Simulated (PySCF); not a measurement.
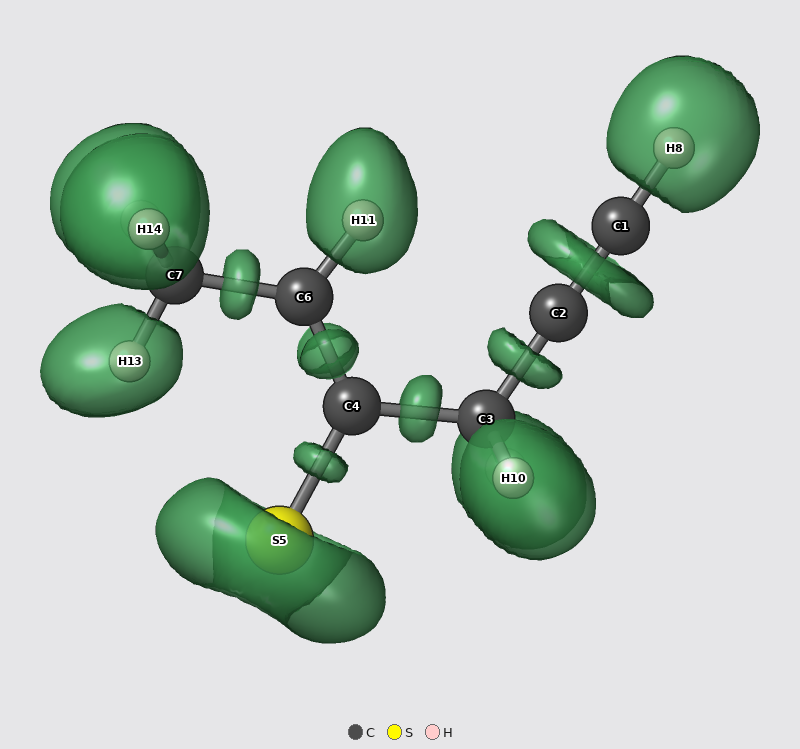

The picture shows: C6H7S (SMILES C#CC/C([S-])=C/C) (charge −1). Isosurface of the ELF at 0.85 (green), seen at an oblique angle. Only the valence region is drawn (cores and ρ < 0.01 e/Å³ removed).

Geometry: PBE0-D3(BJ)/def2-SVP.

All numbers below come from PySCF, DFT single point, gas phase, functional CAM-B3LYP.

The calculation's input:

```
{"job": {"kind": "sp", "xc": "CAM-B3LYP", "basis": "ma-def2-SVP", "d3": "d3bj", "grid": 2}, "charge": -1, "multiplicity": 1}
C      2.817953     0.815504     0.885068
C      2.087926     0.038141     0.302142
C      1.236863    -0.911665    -0.405585
C     -0.281566    -0.713225    -0.365845
S     -1.143209    -1.931975    -1.244947
C     -0.797402     0.343729     0.316992
C     -2.260749     0.621218     0.413895
H      3.441882     1.514663     1.406464
H      1.533299    -0.942552    -1.468869
H      1.441047    -1.930252    -0.031228
H     -0.107635     1.028944     0.824659
H     -2.537518     1.608940    -0.006343
H     -2.795698    -0.161366    -0.149852
H     -2.628850     0.615644     1.459500
```

Launched as:

```sh
OMP_NUM_THREADS=1 python redox_run.py task.json out
```

What do the ELF domains correspond to?

Answer. The ELF exceeds this value in five regions between bonded C–C atoms (shared pairs), one region between bonded C–S atoms (shared pairs), seven regions around hydrogen nuclei and one ring or bowl of non-bonding electrons around S. Profiles from the grid: C–C (1.22 Å): the ELF peaks at about 0.80 between the atoms; a multiple bond. C–S (1.73 Å): the ELF peaks at about 0.95 between the atoms; localised, covalent bonding.
